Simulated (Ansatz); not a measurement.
# CaCl (calcium monochloride): levels of theory compared

We compute a comparison of 6 runs (UHF/STO-3G, U-wB97X/STO-3G, UPBE0/STO-3G, UMP2/STO-3G, UCCSDT(Q)/STO-3G, UCCSD(T)/STO-3G) of CaCl (calcium monochloride). 

The calculation is run with Ansatz 0.2.0.

39 further runs of the same task are left out: 4 that didn't finish, 35 set aside as unsound or not needed.

## Step 1: Starting point

CaCl has 2 atoms, charge 0, and is taken as a doublet. As SMILES, `[Cl][Ca]`. The Ca2–Cl1 distance was set to 3.645 Å, away from the relaxed value.

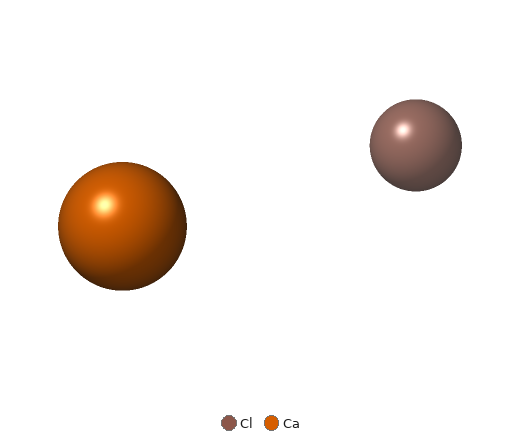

Viewed from a chosen angle; chlorine brown, calcium orange.

## Step 2: A single-point energy at UHF/STO-3G (run 1)

The input, input.yaml:

```yaml
crystal:
  periodic: [false, false, false]
  atoms:
    - {symbol: Cl, position_ang: [-0.000000, 0.000000, -1.247660]}
    - {symbol: Ca, position_ang: [0.000000, -0.000000, 2.397140]}
basis:
  gaussian:
    orbitals: STO-3G
total_charge: 0
magnetization:
  spin_polarized: true
  initial_magnetization: 1
hamiltonian:
  xc: hf
accuracy: high
```

Run with:

```sh
$ ansatz run input.yaml --threads 1 --pin off --max-ram 3480MiB --events-out events.jsonl --progress --plain --runs-dir runs
```

Standard output:

```text
Warning: RAYON_NUM_THREADS=1 ignored (pool sized by the plan → 1); use --threads N
Functional definition: HF
  name "HF"
  exchange = exact_x
  correlation = 0
406 factors; integrals over basis functions are off by at most 3.3e-8 eV
mean field evaluation 1: about -30598.9239 eV, gradient 5.2e0 eV
mean field evaluation 2: about -30598.9495 eV, gradient 5.3e0 eV
mean field evaluation 4: about -30600.2434 eV, gradient 1.1e0 eV
mean field evaluation 8: about -30600.5084 eV, gradient 2.3e-1 eV
mean field evaluation 16: about -30600.5149 eV, gradient 2.4e-9 eV
mean field evaluation 32: about -30600.1913 eV, gradient 8.5e-1 eV
mean field evaluation 64: about -30598.1749 eV, gradient 3.3e0 eV
mean field evaluation 96: about -30596.6445 eV, gradient 4.2e0 eV
mean field evaluation 128: about -30599.5117 eV, gradient 2.2e0 eV
mean field evaluation 160: about -30600.5124 eV, gradient 1.4e-1 eV
mean field -30600.51485138 eV, -1124.5481790143 hartree, gradient 2.0e-8 eV, S^2 0.878887; 3 other end points of the search recorded, 0 dependent functions left out
reference -30600.51485138 eV, -1124.5481790143 hartree; 19, 18 occupied and 3, 4 virtual orbitals, 406 factors
Total energy: -30600.51485138 eV, -1124.5481790143 hartree
```

It took 0.4 s on 1 thread of Intel Xeon Platinum 8488C (Sapphire Rapids), shared host.

## Step 3: The energy at U-wB97X/STO-3G (run 2)

The input, in.yaml:

```yaml
crystal:
  periodic: [false, false, false]
  atoms:
    - {symbol: Cl, position_ang: [-0.000000, 0.000000, -1.247660]}
    - {symbol: Ca, position_ang: [0.000000, -0.000000, 2.397140]}
basis:
  gaussian: {orbitals: STO-3G}
accuracy: high
magnetization: {spin_polarized: true, initial_magnetization: 1}
hamiltonian: {xc: {name: wB97X}}
```

Run with:

```sh
$ ansatz run in.yaml --threads 1 --pin off --max-ram 3480MiB --events-out events.jsonl --progress --plain --runs-dir runs
```

Standard output, shortened:

```text
Warning: RAYON_NUM_THREADS=1 ignored (pool sized by the plan → 1); use --threads N
Functional definition: wB97X
  name "wB97X"
[...]
      + exact_x_lr(omega)
[...]
      + integral(e_c_pw_opposite_spin*poly(b97_u_opposite, 1, cos1, cos2, cos3, cos4))
406 factors; integrals over basis functions are off by at most 3.3e-8 eV
144 factors; integrals over basis functions are off by at most 8.9e-10 eV
[...]
mean field -30637.21993719 eV, -1125.8970660382 hartree, gradient 3.6e-8 eV, S^2 0.778644; 1 other end points of the search recorded, 0 dependent functions left out
reference -30637.21993569 eV, -1125.8970659831 hartree; 19, 18 occupied and 3, 4 virtual orbitals, 406 factors
Total energy: -30637.21993569 eV, -1125.8970659831 hartree
```

It took 13 s on 1 thread of Intel Xeon Platinum 8488C (Sapphire Rapids), shared host; peak memory 0.48 GiB.

## Step 4: The energy at UPBE0/STO-3G (run 3)

The input, run.yaml:

```yaml
crystal:
  periodic: [false, false, false]
  atoms:
    - {symbol: Cl, position_ang: [-0.000000, 0.000000, -1.247660]}
    - {symbol: Ca, position_ang: [0.000000, -0.000000, 2.397140]}
basis:
  gaussian:
    orbitals: STO-3G
total_charge: 0
accuracy: high
magnetization:
  spin_polarized: true
  initial_magnetization: 1
hamiltonian:
  xc: pbe0
```

Run with:

```sh
$ ansatz run run.yaml --threads 1 --pin off --max-ram 3480MiB --events-out events.jsonl --progress --plain --runs-dir runs
```

Standard output:

```text
Warning: RAYON_NUM_THREADS=1 ignored (pool sized by the plan → 1); use --threads N
Functional definition: PBE0
  name "PBE0"
  parameter a = 0.25
  parameter kappa = 0.804
  parameter beta = 0.06672455060314922
  exchange = (1 - a)*pbe_x(kappa = kappa, mu = beta*pi^2/3) + a*exact_x
  correlation = pbe_c(beta = beta)
406 factors; integrals over basis functions are off by at most 3.3e-8 eV
mean field evaluation 1: about -30626.6942 eV, gradient 6.0e0 eV
mean field evaluation 2: about -30498.5953 eV, gradient 9.2e1 eV
mean field evaluation 4: about -30625.0542 eV, gradient 1.3e1 eV
mean field evaluation 8: about -30628.8913 eV, gradient 1.4e-1 eV
mean field evaluation 16: about -30628.8925 eV, gradient 7.9e-9 eV
mean field -30628.89248358 eV, -1125.5910377626 hartree, gradient 7.9e-9 eV, S^2 0.771354; 1 other end points of the search recorded, 0 dependent functions left out
reference -30628.89248524 eV, -1125.5910378235 hartree; 19, 18 occupied and 3, 4 virtual orbitals, 406 factors
Total energy: -30628.89248524 eV, -1125.5910378235 hartree
```

It took 1.7 s on 1 thread of Intel Xeon Platinum 8488C (Sapphire Rapids), shared host; peak memory 0.15 GiB.

Runs 4 to 5 aren't shown in full; the table further down has their settings and results.

## Step 5: A single-point energy at UCCSD(T)/STO-3G (run 6)

The input, in.yaml:

```yaml
basis:
  gaussian: {orbitals: STO-3G}
crystal:
  periodic: [false, false, false]
  atoms:
    - symbol: Cl
      position_ang: [-0.000000, 0.000000, -1.247660]
    - symbol: Ca
      position_ang: [0.000000, -0.000000, 2.397140]
magnetization: {spin_polarized: true, initial_magnetization: 1}
correlation: {method: ccsd_t, frozen_orbitals: {Ca: 5, Cl: 5}}
accuracy: high
scf: {omitted_lower_state_checks: [cluster_reference, increment]}
```

Run with:

```sh
$ ansatz run in.yaml --threads 1 --pin off --max-ram 3480MiB --events-out events.jsonl --progress --plain --runs-dir runs
```

Standard output:

```text
Warning: RAYON_NUM_THREADS=1 ignored (pool sized by the plan → 1); use --threads N
[... 18 lines left out ...]
10 core orbitals not correlated: weight in the atoms' cores, before any rotation towards them, 1.000 or more for the frozen orbitals, at most 0.000 for the correlated occupied ones
[... 32 lines left out ...]
WARN: these amplitudes may be one of several solutions (largest doubles amplitude 0.13, level shift 1.53 eV)
Total energy: -30601.24653228 eV, -1124.5750677913 hartree
Checks for a lower state left out: cluster_reference, increment
```

Wall time 1.1 s (1 thread of Intel Xeon Platinum 8488C (Sapphire Rapids), shared host).

## Step 6: Overview of the runs

```csv
run,level,frozen core orbitals,energy (Eh),⟨S²⟩,wall time
1,UHF/STO-3G,–,-1124.548179,0.879,0.4 s
2,U-wB97X/STO-3G,–,-1125.897066,0.779,13 s
3,UPBE0/STO-3G,–,-1125.591038,0.771,1.7 s
4,UMP2/STO-3G,10,-1124.561427,0.879,0.9 s
5,UCCSDT(Q)/STO-3G,10,-1124.575187,0.879,4.2 s
6,UCCSD(T)/STO-3G,10,-1124.575068,0.879,1.1 s
```

## Step 7: Outcome

| quantity | value |
| --- | --- |
| run 6: total energy | -1124.57507 Eh |
| run 6: correlation energy (10 core orbitals frozen) | -26.9 mEh |
| run 6: (T) correction | -0.33 mEh |
| run 6: ⟨S²⟩ of the reference determinant | 0.879 |
| run 6: T1 diagnostic | 0.030 |

**Reading.** Below the UHF energy at the same shape and in the same basis (STO-3G): UMP2 -13.2 mEh; UCCSDT(Q) -27.0 mEh; UCCSD(T) -26.9 mEh. Totals of different functionals can't be ranked against each other. In runs 1, 2, 3, 4, 5, 6 the basis is minimal, so the values are rough. Spin contamination of the reference: run 1 ⟨S²⟩ = 0.88, run 4 ⟨S²⟩ = 0.88, run 5 ⟨S²⟩ = 0.88, run 6 ⟨S²⟩ = 0.88. All runs together took 21 s, the longest 13 s.
